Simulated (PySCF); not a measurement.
Run report: C2H9BSSi, geometry relaxation (part 2 of 2)

The same run, continued: C2H9BSSi; PBE0-D3(BJ)/def2-SVP geometry optimisation, gas phase (PySCF 2.14.0). 

Geometry of the input (Å):
```
B  -2.0811  1.5429  0.2045
Si -0.5840  0.4649  0.7112
C  -0.8463  -1.4266  0.5808
S  1.0199  1.0336  -0.7145
C  2.3497  -0.0375  -0.1606
H  -2.3802  2.5463  0.7833
H  -2.7613  1.2900  -0.7172
H  0.1129  0.6850  2.0056
H  -1.1096  -1.7124  -0.3997
H  -1.6186  -1.7548  1.2697
H  0.0640  -1.9779  0.8628
H  3.2475  0.3008  -0.6694
H  2.4607  0.0915  0.9111
H  2.1193  -1.0609  -0.3954
```

**Trajectory as extended XYZ, continued**
```
14
Properties=species:S:1:pos:R:3:forces:R:3 step=14 energy=-21591.76750
B    -0.8826    1.4795    0.0535    0.0432  -0.2274  -0.7573
Si   -0.5533   -0.2338    0.8993   -0.5150  -0.0351   0.5721
C    -1.6157   -1.7706    0.9515   -0.1491  -0.0986  -0.1890
S     0.5271    0.0909   -1.0007    0.2524   0.4598   0.3091
C     2.1497    0.6432   -0.3872    0.2347  -0.1608  -0.0160
H    -0.2974    2.4518    0.4661    0.1928   0.0160  -0.0828
H    -1.6455    1.6029   -0.8799   -0.3331   0.0315   0.3450
H     0.4068   -0.2923    2.0465    0.1894  -0.0245  -0.1712
H    -2.2657   -1.8706    0.0655    0.0977   0.0532   0.0783
H    -2.2710   -1.6859    1.8355    0.0193  -0.0160  -0.0159
H    -1.0172   -2.6874    1.0598    0.0172   0.0139  -0.0109
H     2.7487    0.9431   -1.2588   -0.0194  -0.0217   0.0124
H     2.0463    1.5041    0.2859   -0.0808  -0.0312  -0.0194
H     2.6517   -0.1804    0.1399    0.0506   0.0411  -0.0546
14
Properties=species:S:1:pos:R:3:forces:R:3 step=15 energy=-21591.88919
B    -0.9079    1.4710    0.0202    0.3947  -0.0002  -0.2843
Si   -0.5644   -0.2157    0.9238   -0.3208   0.0702   0.5158
C    -1.6184   -1.7602    0.9512   -0.0692  -0.0590  -0.1431
S     0.5204    0.1757   -0.9689    0.0471  -0.0414  -0.1099
C     2.1858    0.6227   -0.3765   -0.0558   0.0882  -0.0285
H    -0.2811    2.4550    0.3398   -0.0219   0.0240   0.1142
H    -1.8226    1.5952   -0.7610   -0.0308  -0.0969  -0.0042
H     0.4545   -0.2956    2.0169    0.1004  -0.0194  -0.1000
H    -2.2707   -1.8421    0.0662    0.0866   0.0443   0.0562
H    -2.2703   -1.6900    1.8383    0.0005  -0.0268  -0.0011
H    -1.0156   -2.6756    1.0430    0.0034  -0.0010  -0.0174
H     2.7571    0.9880   -1.2412   -0.0378   0.0059  -0.0054
H     2.1231    1.4197    0.3742   -0.0261   0.0308   0.0427
H     2.6921   -0.2534    0.0510   -0.0702  -0.0187  -0.0349
14
Properties=species:S:1:pos:R:3:forces:R:3 step=16 energy=-21591.83778
B    -0.7353    1.3612   -0.0649   -0.4375   1.0570   0.2356
Si   -0.5614   -0.2451    1.0104   -0.3032   0.0575   0.5035
C    -1.6634   -1.7560    0.9965    0.0106  -0.1055  -0.0614
S     0.4668    0.1669   -0.9308    1.0230  -1.0785  -0.7503
C     2.1235    0.7084   -0.4035   -0.0130  -0.0638  -0.0416
H    -0.0570    2.3204    0.2294   -0.2840   0.1678   0.2219
H    -1.7122    1.5335   -0.7560   -0.0852  -0.0338   0.0387
H     0.4861   -0.3856    2.0677    0.1199  -0.0282  -0.1184
H    -2.2937   -1.8095    0.0960    0.0483   0.0512   0.0118
H    -2.3351   -1.6712    1.8672   -0.0136  -0.0237  -0.0019
H    -1.0946   -2.6922    1.0980   -0.0100   0.0011  -0.0233
H     2.6199    1.1574   -1.2746   -0.0180   0.0171  -0.0084
H     2.0316    1.4582    0.3920   -0.0234   0.0035   0.0303
H     2.7066   -0.1518   -0.0503   -0.0136  -0.0216  -0.0363
14
Properties=species:S:1:pos:R:3:forces:R:3 step=17 energy=-21591.94529
B    -0.8107    1.4209   -0.0320    0.1336  -0.0527  -0.0665
Si   -0.5642   -0.2320    0.9780   -0.1359   0.1277   0.2816
C    -1.6465   -1.7588    0.9738    0.0225  -0.0264  -0.0057
S     0.5307    0.0851   -0.9507   -0.1241   0.1338  -0.0615
C     2.1564    0.6723   -0.3919   -0.0100  -0.0079   0.0201
H    -0.1696    2.3946    0.3006   -0.0166  -0.0255  -0.0119
H    -1.7822    1.5630   -0.7388    0.0355  -0.0872  -0.0573
H     0.4852   -0.3415    2.0375    0.0645  -0.0407  -0.0408
H    -2.2698   -1.8129    0.0704   -0.0004   0.0235  -0.0297
H    -2.3222   -1.6858    1.8423   -0.0128  -0.0286  -0.0070
H    -1.0653   -2.6875    1.0713    0.0065   0.0062  -0.0198
H     2.6816    1.0709   -1.2705   -0.0050   0.0148   0.0064
H     2.0318    1.4692    0.3533    0.0162  -0.0279  -0.0022
H     2.7268   -0.1629    0.0336    0.0259  -0.0092  -0.0056
14
Properties=species:S:1:pos:R:3:forces:R:3 step=18 energy=-21591.96205
B    -0.8186    1.4240   -0.0287    0.1932   0.0286  -0.0946
Si   -0.5644   -0.2098    1.0097   -0.1583   0.0687   0.1795
C    -1.6393   -1.7426    0.9795    0.0231  -0.0364   0.0110
S     0.5084    0.1096   -0.9379   -0.0207  -0.0125  -0.0387
C     2.1562    0.6531   -0.3949   -0.0538   0.0215  -0.0020
H    -0.1994    2.4198    0.2768   -0.0355  -0.0116   0.0204
H    -1.7840    1.5217   -0.7513   -0.0115  -0.0575  -0.0001
H     0.4984   -0.3295    2.0557    0.0473  -0.0234  -0.0513
H    -2.2528   -1.7815    0.0679    0.0054   0.0274  -0.0113
H    -2.3241   -1.6969    1.8427   -0.0097  -0.0196  -0.0090
H    -1.0511   -2.6686    1.0597    0.0033   0.0058  -0.0158
H     2.6650    1.0831   -1.2681   -0.0015   0.0188   0.0062
H     2.0605    1.4184    0.3859    0.0196  -0.0044   0.0156
H     2.7271   -0.2061   -0.0198   -0.0009  -0.0054  -0.0098
14
Properties=species:S:1:pos:R:3:forces:R:3 step=19 energy=-21591.97768
B    -0.7784    1.4015   -0.0522    0.0006   0.1515   0.0100
Si   -0.5650   -0.1855    1.0756   -0.0770   0.0250  -0.0091
C    -1.6422   -1.7173    0.9992    0.0189  -0.0229   0.0423
S     0.4838    0.0925   -0.9121    0.1499  -0.1530  -0.0495
C     2.1373    0.6499   -0.4036   -0.0374  -0.0079  -0.0122
H    -0.1832    2.4215    0.2140   -0.0423   0.0079   0.0193
H    -1.7709    1.4472   -0.7434   -0.0349  -0.0075   0.0248
H     0.5343   -0.3376    2.0786    0.0183  -0.0175  -0.0206
H    -2.2309   -1.7162    0.0702   -0.0091   0.0071   0.0008
H    -2.3492   -1.7105    1.8451   -0.0019  -0.0026  -0.0093
H    -1.0536   -2.6449    1.0524    0.0022   0.0042  -0.0114
H     2.5967    1.1537   -1.2647    0.0013   0.0192   0.0036
H     2.0578    1.3572    0.4317    0.0104  -0.0027   0.0190
H     2.7453   -0.2169   -0.1139    0.0010  -0.0009  -0.0077
14
Properties=species:S:1:pos:R:3:forces:R:3 step=20 energy=-21591.98164
B    -0.7805    1.4078   -0.0538    0.0085   0.0524   0.0025
Si   -0.5664   -0.1834    1.0712   -0.0128   0.0223  -0.0093
C    -1.6413   -1.7175    1.0008   -0.0006   0.0036   0.0151
S     0.4892    0.0861   -0.9162    0.0436  -0.0655  -0.0161
C     2.1381    0.6477   -0.4007   -0.0229   0.0023  -0.0050
H    -0.1896    2.4309    0.2075   -0.0183   0.0013   0.0176
H    -1.7810    1.4475   -0.7346   -0.0067  -0.0138  -0.0016
H     0.5415   -0.3426    2.0641    0.0061  -0.0101  -0.0051
H    -2.2348   -1.7138    0.0747   -0.0105  -0.0035   0.0024
H    -2.3448   -1.7146    1.8494    0.0011  -0.0014  -0.0026
H    -1.0503   -2.6438    1.0474    0.0059   0.0051  -0.0094
H     2.5919    1.1721   -1.2525   -0.0010   0.0144   0.0062
H     2.0568    1.3380    0.4489    0.0064  -0.0058   0.0131
H     2.7534   -0.2198   -0.1290    0.0010  -0.0012  -0.0078
14
Properties=species:S:1:pos:R:3:forces:R:3 step=21 energy=-21591.98406
B    -0.7778    1.4109   -0.0611   -0.0101  -0.0248   0.0103
Si   -0.5662   -0.1769    1.0729    0.0322  -0.0037  -0.0338
C    -1.6407   -1.7117    1.0058   -0.0190   0.0186  -0.0118
S     0.4908    0.0775   -0.9198   -0.0153   0.0075   0.0209
C     2.1351    0.6438   -0.3980    0.0031   0.0102  -0.0016
H    -0.1968    2.4395    0.1973    0.0068   0.0025  -0.0043
H    -1.7855    1.4346   -0.7330    0.0111  -0.0025  -0.0071
H     0.5548   -0.3489    2.0495   -0.0117   0.0021   0.0110
H    -2.2414   -1.7024    0.0840   -0.0059  -0.0079   0.0077
H    -2.3389   -1.7185    1.8585    0.0070   0.0005   0.0078
H    -1.0452   -2.6355    1.0388    0.0038  -0.0006  -0.0027
H     2.5703    1.2174   -1.2277   -0.0037   0.0077   0.0061
H     2.0558    1.2905    0.4857    0.0005  -0.0081   0.0051
H     2.7675   -0.2256   -0.1757    0.0012  -0.0013  -0.0077
14
Properties=species:S:1:pos:R:3:forces:R:3 step=22 energy=-21591.98512
B    -0.7750    1.4113   -0.0643   -0.0112  -0.0461   0.0005
Si   -0.5649   -0.1765    1.0707    0.0445  -0.0061  -0.0353
C    -1.6430   -1.7092    1.0088   -0.0195   0.0217  -0.0175
S     0.4929    0.0759   -0.9227   -0.0277   0.0234   0.0257
C     2.1347    0.6439   -0.3963    0.0111   0.0115   0.0025
H    -0.1994    2.4443    0.1878    0.0128  -0.0019  -0.0015
H    -1.7836    1.4258   -0.7350    0.0063   0.0035  -0.0064
H     0.5607   -0.3558    2.0409   -0.0173   0.0052   0.0180
H    -2.2532   -1.6979    0.0934   -0.0040  -0.0049   0.0048
H    -2.3327   -1.7182    1.8684    0.0098   0.0000   0.0104
H    -1.0468   -2.6328    1.0332    0.0008  -0.0028   0.0004
H     2.5538    1.2568   -1.2059   -0.0054   0.0040   0.0038
H     2.0582    1.2528    0.5142   -0.0011  -0.0067   0.0015
H     2.7803   -0.2256   -0.2160    0.0009  -0.0008  -0.0070
14
Properties=species:S:1:pos:R:3:forces:R:3 step=23 energy=-21591.98662
B    -0.7684    1.4060   -0.0740   -0.0105  -0.0395   0.0058
Si   -0.5616   -0.1794    1.0631    0.0275  -0.0188  -0.0196
C    -1.6503   -1.7046    1.0138   -0.0080   0.0066  -0.0194
S     0.5001    0.0718   -0.9282   -0.0238   0.0247   0.0180
C     2.1365    0.6475   -0.3944    0.0143   0.0121   0.0035
H    -0.1971    2.4412    0.1785    0.0143   0.0000  -0.0119
H    -1.7771    1.4136   -0.7452    0.0067   0.0102  -0.0020
H     0.5631   -0.3686    2.0323   -0.0166   0.0124   0.0194
H    -2.2797   -1.6923    0.1116    0.0010   0.0045   0.0017
H    -2.3215   -1.7108    1.8880    0.0095  -0.0018   0.0095
H    -1.0568   -2.6303    1.0267   -0.0069  -0.0069   0.0022
H     2.5210    1.3313   -1.1633   -0.0049  -0.0005  -0.0009
H     2.0655    1.1842    0.5610   -0.0011  -0.0028  -0.0022
H     2.8083   -0.2150   -0.2928   -0.0013  -0.0002  -0.0043
14
Properties=species:S:1:pos:R:3:forces:R:3 step=24 energy=-21591.98729
B    -0.7635    1.4004   -0.0763   -0.0100  -0.0189  -0.0053
Si   -0.5601   -0.1855    1.0598    0.0158  -0.0039  -0.0045
C    -1.6562   -1.7053    1.0148    0.0045   0.0006  -0.0073
S     0.5056    0.0692   -0.9283   -0.0067   0.0070   0.0049
C     2.1391    0.6535   -0.3944    0.0075   0.0015   0.0026
H    -0.1908    2.4361    0.1721    0.0074  -0.0043   0.0001
H    -1.7694    1.4091   -0.7512   -0.0038   0.0085   0.0016
H     0.5581   -0.3749    2.0362   -0.0100   0.0090   0.0126
H    -2.2945   -1.6906    0.1192   -0.0006   0.0077  -0.0029
H    -2.3176   -1.7063    1.8966    0.0047  -0.0030   0.0037
H    -1.0682   -2.6347    1.0244   -0.0059  -0.0042  -0.0014
H     2.5046    1.3650   -1.1471   -0.0028  -0.0001  -0.0014
H     2.0713    1.1606    0.5771   -0.0007  -0.0003  -0.0011
H     2.8236   -0.2022   -0.3259    0.0007   0.0004  -0.0016
14
Properties=species:S:1:pos:R:3:forces:R:3 step=25 energy=-21591.98757
B    -0.7623    1.3953   -0.0785   -0.0044   0.0051   0.0038
Si   -0.5594   -0.1886    1.0592   -0.0019  -0.0031   0.0019
C    -1.6583   -1.7060    1.0134    0.0096  -0.0072   0.0024
S     0.5093    0.0663   -0.9265    0.0028  -0.0094  -0.0018
C     2.1413    0.6570   -0.3945   -0.0013   0.0003  -0.0013
H    -0.1862    2.4284    0.1734    0.0007   0.0000  -0.0029
H    -1.7672    1.4091   -0.7550    0.0005   0.0041   0.0014
H     0.5513   -0.3738    2.0448   -0.0029   0.0065   0.0041
H    -2.2991   -1.6883    0.1197   -0.0010   0.0068  -0.0018
H    -2.3167   -1.7045    1.8977   -0.0003  -0.0035  -0.0010
H    -1.0746   -2.6381    1.0221   -0.0033  -0.0016  -0.0049
H     2.4977    1.3773   -1.1432    0.0010   0.0011   0.0006
H     2.0744    1.1552    0.5816    0.0006   0.0005  -0.0002
H     2.8318   -0.1948   -0.3369   -0.0003   0.0004  -0.0002
```

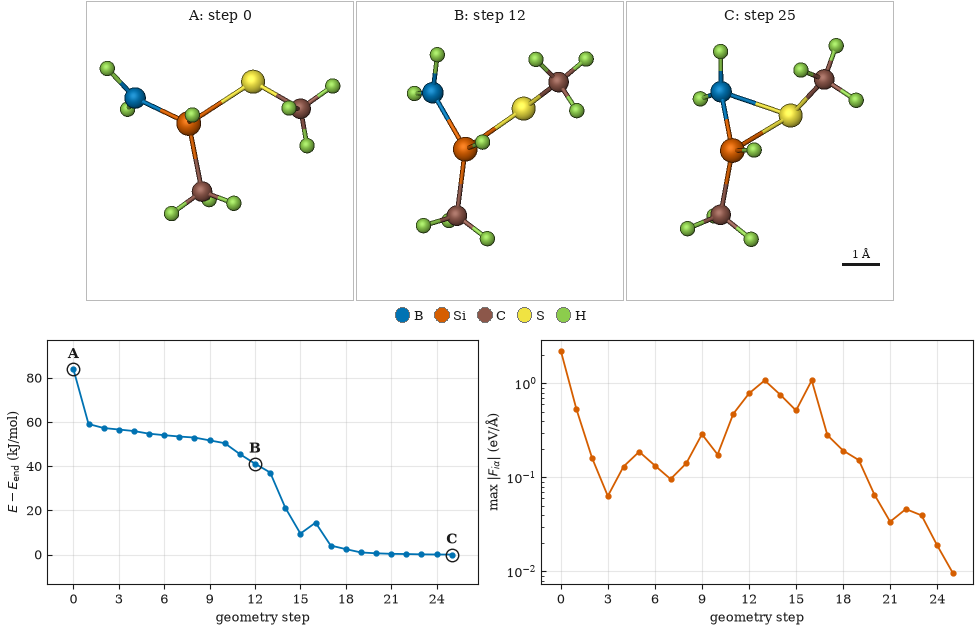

*Frames of the relaxation (ball-and-stick view, seen at a tilt) above the curves, on which the letters mark them (steps are counted from 0).*

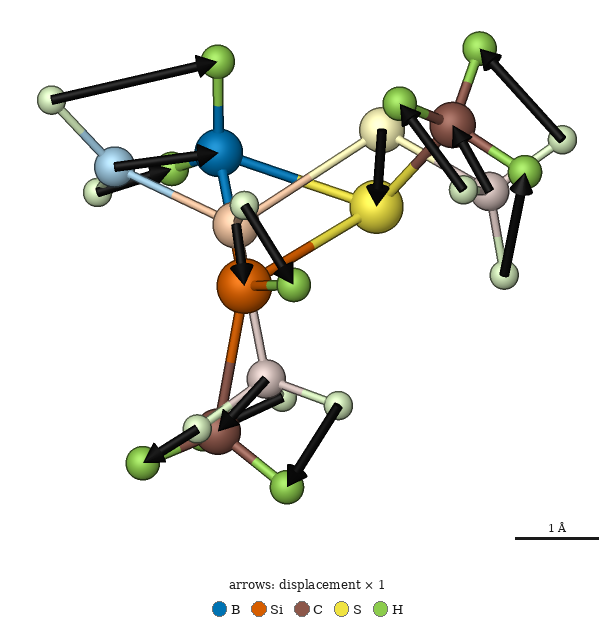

*Start (faint) and end (solid) with the displacements as black arrows, at true length (ball-and-stick view, seen at a tilt). The two geometries are laid on each other by the best rigid fit.*

Over 25 geometry steps the energy falls by 83.9 kJ/mol. The largest force component goes from 2.2 to 0.0096 eV/Å. H6 moves most after the best rigid fit: 2.07 Å. Largest moves by element: H 2.07 Å, B 1.28 Å, S 0.99 Å, C 0.93 Å, Si 0.79 Å. Distances before and after: B1–S4 3.274 → 2.025 Å, Si2–S4 2.220 → 2.269 Å, B1–Si2 1.913 → 1.961 Å, C3–H9 1.055 → 1.100 Å. New bonds form: B1–S4 (3.27 → 2.03 Å). Among the angles that change: B1–Si2–S4 104.5° → 56.7°, B1–Si2–C3 115.6° → 125.4°, Si2–B1–H7 122.7° → 114.8°. (Atoms are counted from 1 in the order of the input.)

**Summary**

- outcome: converged
- total energy: −793.490914 hartree
- dipole moment: 2.52 D
- point group: C1
- wall time: 2.7 min
- peak memory: 0.49 GiB
